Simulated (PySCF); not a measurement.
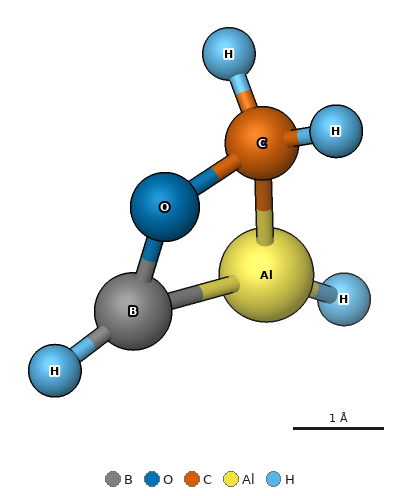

Figure 1. The structure (ball-and-stick view, seen at a tilt). Sticks mark near contacts. Bond lengths as drawn: Al–B 2.13 Å, Al–C 2.00 Å, Al–H 1.59 Å, B–H 1.20 Å, B–O 1.35 Å, C–H 1.09 Å and C–O 1.47 Å.

# GW calculation, with input and output: CH₄AlBO

- system: CH₄AlBO, SMILES [BH]1O[CH2][AlH]1
- method: G0W0 (BP86)/def2-TZVP, RKS (PySCF 2.14.0)

The geometry comes from this level: PBE0-D4/def2-TZVP.

### The input (calc.py)
```python
from pyscf import gto, dft, gw

mol = gto.Mole()
mol.atom = '''
B     -2.026353     1.151599    -1.422019
O      0.177823     2.154666    -0.598287
C      1.768784     0.337316     0.776866
Al    -0.867573    -2.318316     0.236594
H     -3.469537     2.463825    -2.566815
H      2.120462     1.101710     2.664136
H      3.589157     0.224499    -0.194264
H     -1.118718    -5.223203     0.998720
'''
mol.basis = 'def2-tzvp'
mol.unit = 'bohr'
mol.max_memory = 1860
mol.verbose = 3
mol.build()

calc0 = dft.RKS(mol)
calc0.xc = 'bp86'
calc0.conv_tol = 1e-10
calc0.grids.level = 4
calc0.kernel()
if not calc0.converged:
    calc0 = calc0.newton().run(calc0.mo_coeff, calc0.mo_occ)

e_final = calc0.e_tot
print(f'total energy: {e_final:.8f} hartree')

nocc = mol.nelec[0]
orbs = list(range(max(0, nocc - 2), min(mol.nao, nocc + 2)))
mygw = gw.GW(calc0, freq_int='ac')
mygw.orbs = orbs
mygw.kernel()
print('orbital   mean field (eV)   quasiparticle (eV)')
for p in orbs:
    print('%4d %12.4f %12.4f' % (p + 1, calc0.mo_energy[p] * 27.211386, mygw.mo_energy[p] * 27.211386))
```

Run as:
```bash
OMP_NUM_THREADS=1 python calc.py
```

### Log
```
converged SCF energy = -383.06092956538
total energy: -383.06092957 hartree

WARN: GW QP energies may not be sorted from min to max

orbital   mean field (eV)   quasiparticle (eV)
  17      -6.4057      -9.2730
  18      -5.6764      -8.4558
  19      -2.9847      -0.4390
  20      -0.6825       1.7042
```

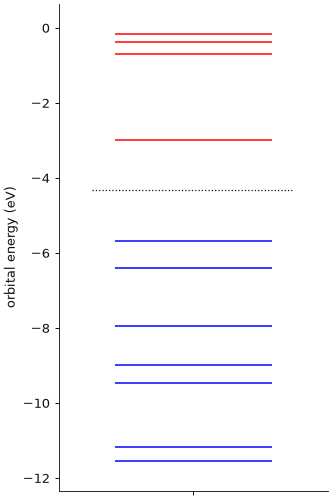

Figure 2. Orbital energies near the frontier; the dotted line parts filled from empty levels, and levels within 0.02 eV of each other stand side by side. Highest filled −5.68 eV, lowest empty −2.98 eV, 2.70 eV apart.

### Key numbers

- outcome: converged
- total energy: −383.060930 hartree
- basis functions: 154
- HOMO: −5.68 eV
- LUMO: −2.98 eV
- dipole moment: 1.33 D
- hardware: 1 thread of Arm Neoverse V1, 24 GiB of memory available, shared host
- wall time: 40 s
- peak memory: 1.3 GiB
